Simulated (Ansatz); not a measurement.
**BH2OF (SMILES OBF) at 6 levels**

Wanted: a comparison of 6 runs (UPBE0/STO-3G, r2SCAN0/STO-3G, revPBE/STO-3G, CCSDTQ/STO-3G, CCSD(T)/STO-3G, UCCSD(T)/STO-3G) of BH2OF. 

The calculation is run with Ansatz 0.2.0.

70 further runs of the same task are left out: 1 that didn't finish, 69 set aside as unsound or not needed.

### 1 The molecule

The species is BH2OF (5 atoms), meant as a singlet with charge 0. SMILES: `OBF`. The B2–O1 distance was set to 2.016 Å, away from the relaxed value.

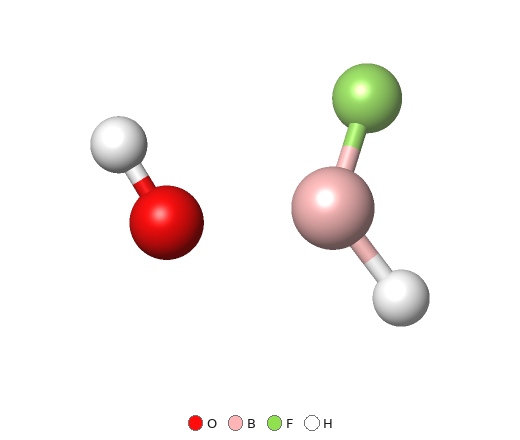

The structure, seen from a chosen angle (oxygen red, boron pink, fluorine green, hydrogen white).

### 2 A single-point energy at UPBE0/STO-3G (run 1)

molecule.yaml reads:

```yaml
basis:
  gaussian:
    orbitals: STO-3G
crystal:
  periodic: [false, false, false]
  atoms:
    - symbol: O
      position_ang: [-1.630568, 0.251195, 0.134801]
    - symbol: B
      position_ang: [0.365000, -0.030200, 0.201100]
    - symbol: F
      position_ang: [1.039200, -0.323700, -0.909500]
    - symbol: H
      position_ang: [-2.002368, 0.151195, -0.747899]
    - symbol: H
      position_ang: [0.948300, 0.065400, 1.236000]
hamiltonian:
  xc: {name: PBE0}
accuracy: high
magnetization:
  spin_polarized: true
  initial_magnetization: 0
```

Command:

```
ansatz run molecule.yaml --threads 1 --pin off --max-ram 2610MiB --events-out events.jsonl --progress --plain --runs-dir runs
```

The log of the run:

```text
Warning: RAYON_NUM_THREADS=1 ignored (pool sized by the plan → 1); use --threads N
Functional definition: PBE0
  name "PBE0"
  parameter a = 0.25
  parameter kappa = 0.804
  parameter beta = 0.06672455060314922
  exchange = (1 - a)*pbe_x(kappa = kappa, mu = beta*pi^2/3) + a*exact_x
  correlation = pbe_c(beta = beta)
291 factors; integrals over basis functions are off by at most 3.8e-8 eV
mean field evaluation 1: about -5386.1696 eV, gradient 2.0e1 eV
mean field evaluation 2: about -5310.4100 eV, gradient 8.9e1 eV
mean field evaluation 4: about -5389.4566 eV, gradient 4.8e0 eV
mean field evaluation 8: about -5389.5940 eV, gradient 2.8e-1 eV
mean field evaluation 16: about -5389.5947 eV, gradient 1.1e-6 eV
mean field -5389.59467648 eV, -198.0639511622 hartree, gradient 3.9e-8 eV, S^2 0.000000; 0 other end points of the search recorded, 0 dependent functions left out
reference -5389.59467771 eV, -198.0639512074 hartree; 12, 12 occupied and 5, 5 virtual orbitals, 291 factors
Total energy: -5389.59467771 eV, -198.0639512074 hartree
```

It took 1.6 s on 1 thread of Arm Neoverse V1, shared host; peak memory 0.12 GiB.

### 3 A single-point energy at r2SCAN0/STO-3G (run 2)

molecule.yaml reads:

```yaml
crystal:
  periodic: [false, false, false]
  atoms:
    - {symbol: O, position_ang: [-1.630568, 0.251195, 0.134801]}
    - {symbol: B, position_ang: [0.365000, -0.030200, 0.201100]}
    - {symbol: F, position_ang: [1.039200, -0.323700, -0.909500]}
    - {symbol: H, position_ang: [-2.002368, 0.151195, -0.747899]}
    - {symbol: H, position_ang: [0.948300, 0.065400, 1.236000]}
basis:
  gaussian:
    orbitals: STO-3G
hamiltonian:
  xc: {name: r2SCAN0}
accuracy: high
```

Command:

```
ansatz run molecule.yaml --threads 1 --pin off --max-ram 2610MiB --events-out events.jsonl --progress --plain --runs-dir runs
```

The log of the run:

```text
Warning: RAYON_NUM_THREADS=1 ignored (pool sized by the plan → 1); use --threads N
Functional definition: r2SCAN0
  name "r2SCAN0"
[... 1 set-up line as earlier in the session ...]
  parameter k0 = 0.174
  parameter k1 = 0.065
  parameter a1 = 4.9479
  exchange = (1 - a)*r2scan_x(k0 = k0, k1 = k1, a1 = a1) + a*exact_x
  correlation = r2scan_c
291 factors; integrals over basis functions are off by at most 3.8e-8 eV
mean field evaluation 1: about -5388.8492 eV, gradient 2.8e1 eV
mean field evaluation 2: about -5318.0719 eV, gradient 1.3e2 eV
mean field evaluation 4: about -5392.2697 eV, gradient 5.2e0 eV
mean field evaluation 8: about -5392.3256 eV, gradient 2.1e-1 eV
mean field evaluation 16: about -5392.3259 eV, gradient 2.6e-6 eV
mean field -5392.32590494 eV, -198.1643219568 hartree, gradient 1.8e-8 eV, S^2 0.000000; 0 other end points of the search recorded, 0 dependent functions left out
reference -5392.32590521 eV, -198.1643219666 hartree; 12, 12 occupied and 5, 5 virtual orbitals, 291 factors
Total energy: -5392.32590521 eV, -198.1643219666 hartree
```

Run time: 2.3 s. Hardware: 1 thread of Arm Neoverse V1, shared host; peak memory 0.13 GiB.

Runs 3 to 5 aren't shown in full; the table further down has their settings and results.

### 4 A single-point energy at UCCSD(T)/STO-3G (run 6)

Edit molecule.yaml of step 3 so:

```diff
@@ -11,4 +11,9 @@
     orbitals: STO-3G
-hamiltonian:
-  xc: {name: r2SCAN0}
+magnetization:
+  spin_polarized: true
+scf:
+  omitted_lower_state_checks: [cluster_reference, increment]
+correlation:
+  method: ccsd_t
+  frozen_orbitals: {B: 1, F: 1, H: 0, O: 1}
 accuracy: high
```

Command:

```
ansatz run molecule.yaml --threads 1 --pin off --max-ram 2610MiB --events-out events.jsonl --progress --plain --runs-dir runs
```

The log of the run, shortened:

```text
Warning: RAYON_NUM_THREADS=1 ignored (pool sized by the plan → 1); use --threads N
Functional definition: HF
  name "HF"
[...]
291 factors; integrals over basis functions are off by at most 3.8e-8 eV
[...]
mean field -5369.98346916 eV, -197.3432525862 hartree, gradient 1.1e-8 eV, S^2 0.458493; 9 other end points of the search recorded, 0 dependent functions left out
3 core orbitals not correlated: weight in the atoms' cores, before any rotation towards them, 1.000 or more for the frozen orbitals, at most 0.000 for the correlated occupied ones
reference -5369.98346916 eV, -197.3432525862 hartree; 9, 9 occupied and 5, 5 virtual orbitals, 291 factors
second order -2.36831532 eV of doubles, -0.00000000 eV of singles
cycle   1  -2.77071781 eV  change   -4.0e-1 eV  update   1.1e-1
[...]
cycle  33  -3.91692295 eV  change  -6.0e-10 eV  update  4.0e-10
perturbative correction -0.19238528 eV, -0.0070700285 hartree
Total energy: -5374.09277739 eV, -197.4942668782 hartree
Checks for a lower state left out: cluster_reference, increment
```

It took 0.58 s on 1 thread of Arm Neoverse V1, shared host.

### 5 The series

```csv
run,level,frozen core orbitals,energy (Eh),wall time
1,UPBE0/STO-3G,–,-198.063951,1.6 s
2,r2SCAN0/STO-3G,–,-198.164322,2.3 s
3,revPBE/STO-3G,–,-198.219369,0.91 s
4,CCSDTQ/STO-3G,3,-197.496689,21 s
5,CCSD(T)/STO-3G,3,-197.494291,0.2 s
6,UCCSD(T)/STO-3G,3,-197.494267,0.58 s
```

### 6 What came out

| quantity | value |
| --- | --- |
| run 6: total energy | -197.49427 Eh |
| run 6: correlation energy (3 core orbitals frozen) | -151.0 mEh |
| run 6: (T) correction | -7.07 mEh |
| run 6: ⟨S²⟩ of the reference determinant | 0.458 |
| run 6: T1 diagnostic | 0.067 |

What this shows: Totals of different functionals can't be ranked against each other. In runs 4, 5 the log says that unrestricted orbitals would lower the reference, so the values rest on an unstable closed-shell determinant (other closed-shell runs at this shape may share the fault). In runs 1, 2, 3, 4, 5, 6 the basis is minimal, so the values are rough. Spin contamination of the reference: run 6 ⟨S²⟩ = 0.46. All runs together took 27 s, the longest 21 s.
